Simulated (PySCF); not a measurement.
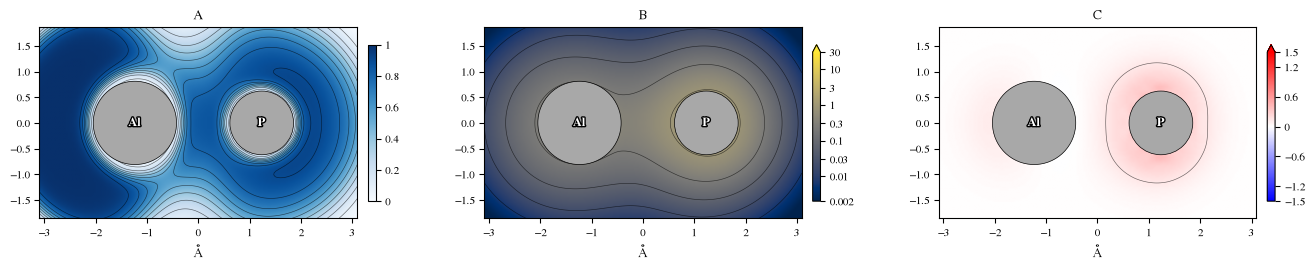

AlP (charge +1, quartet): 3 fields on a plane that holds the molecular axis, with unlabelled colour scales. Grey discs cover the atomic cores.

Computed with PBE0/def2-TZVPPD, non-relativistic Hamiltonian with scalar-relativistic core potentials where named, at a bond length of 2.469 Å (PySCF 2.14.0).

```xyz
2

Al    0.0000    0.0000   -1.3195
P     0.0000    0.0000    1.1495
```

Q: Which field does each panel show? The fields are: electron density, electron localisation function and spin density.

A: Panel A: electron localisation function. Panel B: electron density. Panel C: spin density (confined to the atoms that carry the unpaired spin). From the grid: Al–P (2.47 Å): ρ at the midpoint is about 0.42 e/Å³, with its minimum of 0.36 e/Å³ about 0.9 Å from Al; the ELF peaks at about 0.85 in the valence shell of P, 1.0 Å from its nucleus, and is about 0.85 at the midpoint.
